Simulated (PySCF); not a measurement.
## Electronic structure of C₄H₁₁PSi (SMILES C=CCPC[SiH3]) in real space

```yaml
atoms:
  - { symbol: C, position_ang: [-3.1771, -0.6893, -0.9611] }
  - { symbol: C, position_ang: [-2.4803, 0.3315, -0.4957] }
  - { symbol: C, position_ang: [-1.2876, 0.1987, 0.3843] }
  - { symbol: P, position_ang: [0.2574, 0.7621, -0.5195] }
  - { symbol: C, position_ang: [1.5171, 0.1273, 0.6772] }
  - { symbol: Si, position_ang: [3.2688, 0.1569, -0.0733] }
  - { symbol: H, position_ang: [-2.9277, -1.7075, -0.7089] }
  - { symbol: H, position_ang: [-4.0278, -0.5534, -1.6064] }
  - { symbol: H, position_ang: [-2.7463, 1.3450, -0.7662] }
  - { symbol: H, position_ang: [-1.1593, -0.8332, 0.7227] }
  - { symbol: H, position_ang: [-1.3875, 0.8513, 1.2591] }
  - { symbol: H, position_ang: [0.3042, -0.3493, -1.3760] }
  - { symbol: H, position_ang: [1.4836, 0.7820, 1.5513] }
  - { symbol: H, position_ang: [1.2428, -0.8770, 1.0059] }
  - { symbol: H, position_ang: [4.2013, -0.2986, 0.9620] }
  - { symbol: H, position_ang: [3.5885, 1.5197, -0.4938] }
  - { symbol: H, position_ang: [3.3228, -0.7541, -1.2186] }
```

Geometry: GFN2-xTB.

These are results of PySCF, PBE0/pcSseg-1, SCF density, gas phase, non-relativistic, not measurements.

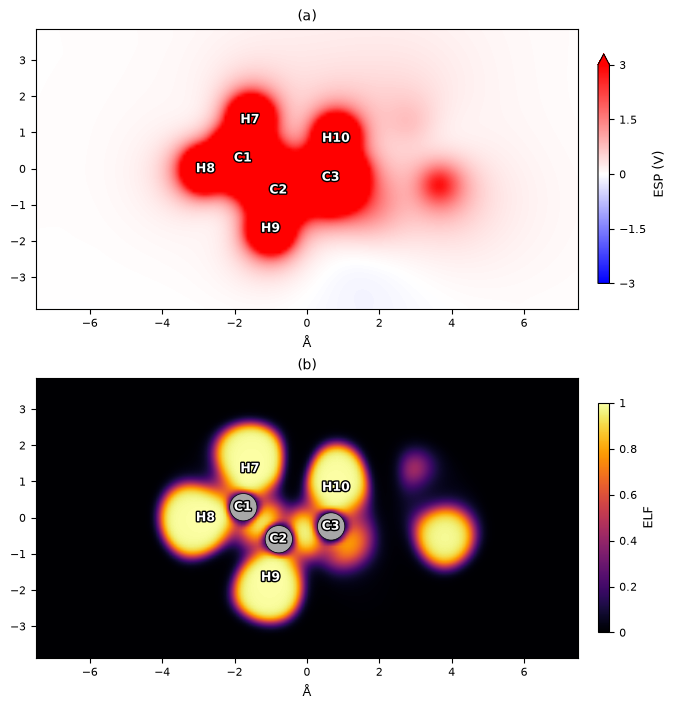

Figure 1. (a) electrostatic potential; (b) ELF on the plane of atoms C2, C1 and H7. Grey discs cover the atomic cores in the ELF map.

What does the map show?

The section cuts through C and H sites.
C–C (1.32 Å): the ELF peaks at about 0.90 between the atoms (a multiple bond).
C–H (1.08 Å): the ELF climbs to about 1 towards the hydrogen, as it does in any bond to H (a covalent bond by its length).
C–C (1.49 Å): the ELF peaks at about 0.95 between the atoms; a shared electron pair.
The potential has no marked negative region in this plane.

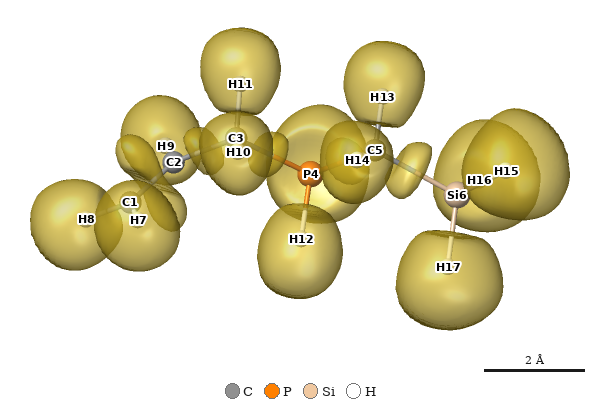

Figure 2. Isosurface of the electron localisation function at 0.8 (yellow), seen across its widest extent. Only the valence region is drawn (cores and ρ < 0.01 e/Å³ removed).

What do the ELF domains correspond to?

The surface consists of two regions between bonded C–C atoms (shared pairs), two regions between bonded C–P atoms (shared pairs), one region between bonded C–Si atoms (shared pairs), eleven regions around hydrogen nuclei and one lobe on P, pointing away from the bonds (lone pairs). Profiles from the grid: C–P (1.85 Å): the ELF peaks at about 0.95 between the atoms, as expected for a covalent bond.

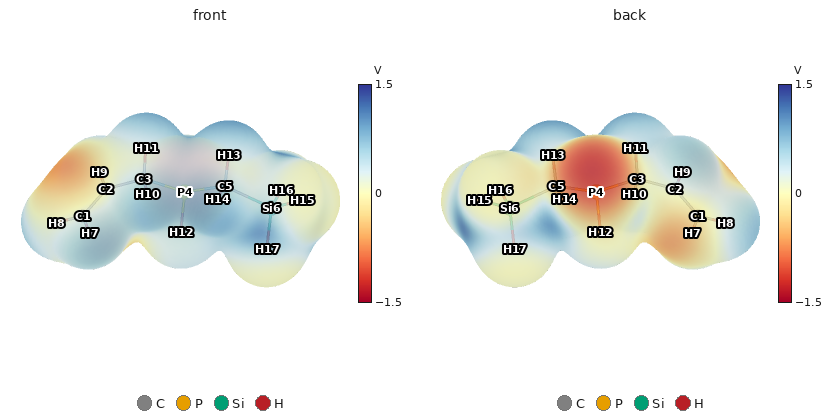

Figure 3. The molecular electrostatic potential painted on the density surface at 0.002 e/bohr³, seen from the front and from behind; red is negative and blue positive.

Which sites attract a positive test charge, and which a negative one?

A positive charge is drawn to the negative regions and a negative charge to the positive ones. The most negative region (about −1.2 V, or −28 kcal/mol for a unit charge) lies over P4, the most positive (about +1.0 V, or +23 kcal/mol for a unit charge) over Si6.
